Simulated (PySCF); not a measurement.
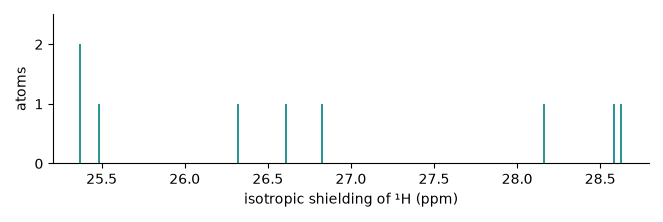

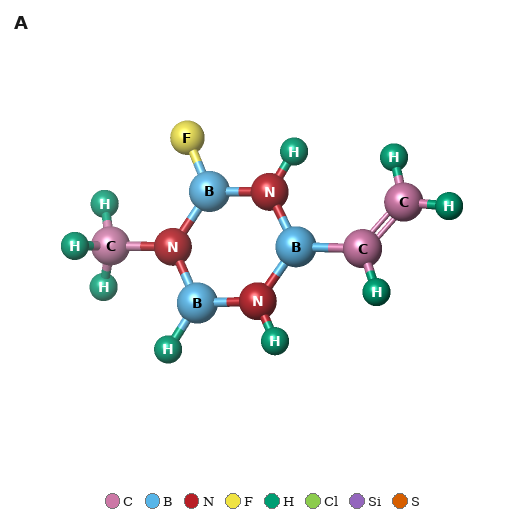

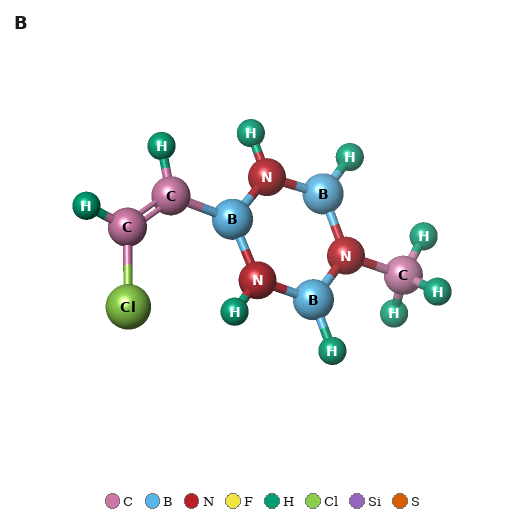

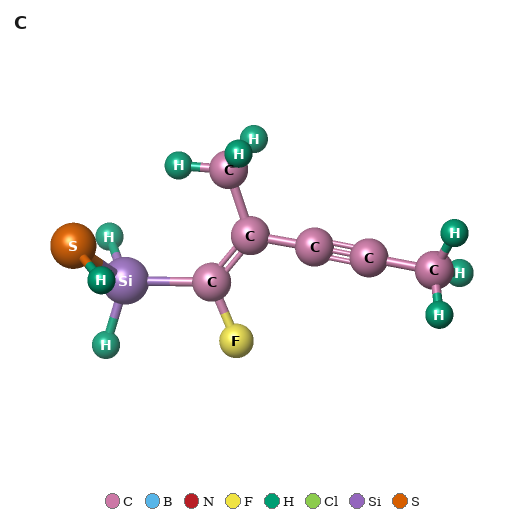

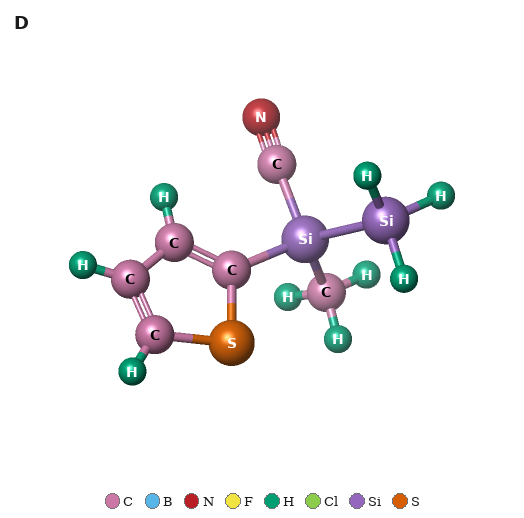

The sticks are computed shieldings of one of the molecules, for one fixed geometry (GFN2-xTB) without averaging over rotations. Low shielding means a high chemical shift. Method: GIAO PBE0/pcSseg-1 NMR shielding, non-relativistic, gas phase (PySCF 2.14.0).

**Match the spectrum to a structure.**

A, `C=CB1NBN(C)B(F)N1`. Its 9 H atoms give lines at 25.37 (2 atoms), 25.48, 26.32, 26.61, 26.83, 28.16, 28.58, 28.63 ppm.

The geometry is semi-empirical. Around B, Si such bond lengths and angles can be off by a tenth of an ångström or more and by several degrees, and values that hang on the shape move with them.
